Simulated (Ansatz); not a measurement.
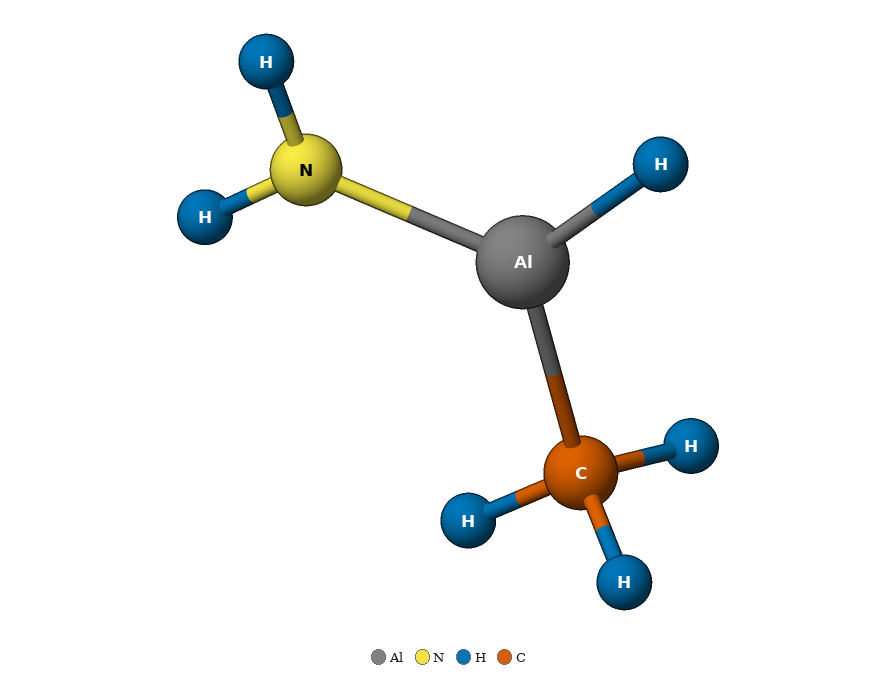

Harmonic vibrations computed with RKS PBE0-D4/def2-TZVP (Ansatz 0.2.0) at a stationary point of the same level.

Question: How many imaginary frequencies does it have?

Answer: A minimum: no imaginary frequency, and the lowest mode lies at 57 cm⁻¹.

Question: How many vibrational modes are there, and where do they lie?

Answer: 21 modes: 57, 185, 336, 433, 511, 512, 607, 670, 724, 742, 842, 1221, 1441, 1443, 1569, 1918, 3037, 3110, 3127, 3606, 3697 cm⁻¹.
